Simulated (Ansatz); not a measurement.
Consider HfZrGe₄.

```
Zr Hf Ge
1.0
     4.89681    0.00000    0.00000
     0.00000    4.89681    0.00000
     0.00000    0.00000    5.56987
Zr Hf Ge
1 1 4
Direct
  0.50000 0.50000 0.50000
  0.00000 0.00000 0.00000
  0.50000 0.00000 0.75532
  0.00000 0.50000 0.24468
  0.50000 0.00000 0.24468
  0.00000 0.50000 0.75532
```

Space group P4/mmm; a structure generated by program, which may or may not match a known phase.

All numbers below come from DFT PBE, scalar-relativistic, plane waves, PAW (Ansatz 0.2.0).

Question: What will maps of the valence pseudo-density and electron localisation function show?

Answer: Ge–Ge (2.73 Å): the density is about 0.37 e/Å³ at the midpoint; the ELF reaches about 0.50 near the midpoint.
Hf–Ge (2.80 Å): ρ at the midpoint is about 0.3 e/Å³; the ELF peaks at about 0.60 in the valence shell of Ge, 1.2 Å from its nucleus, and is about 0.40 at the midpoint.

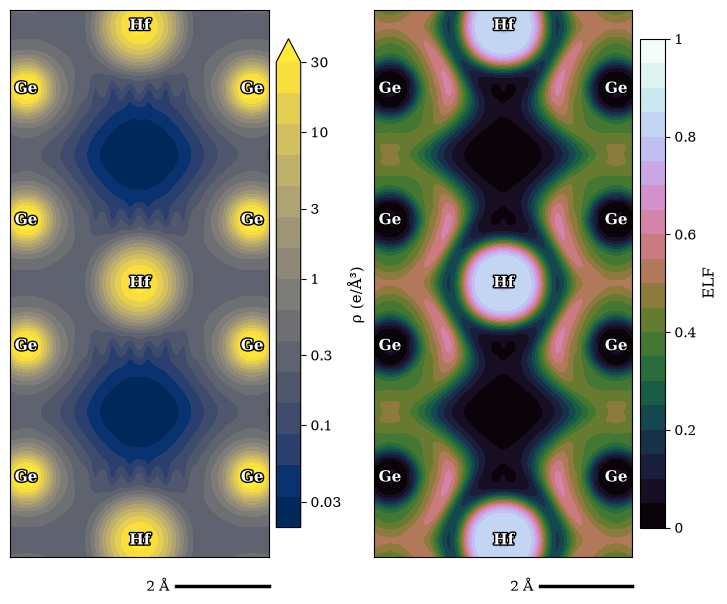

Computed valence pseudo-density and electron localisation function on the (010) plane of the conventional cell, in this order. 

In a PAW calculation such maps are meaningful between the atoms, not at the nuclei.
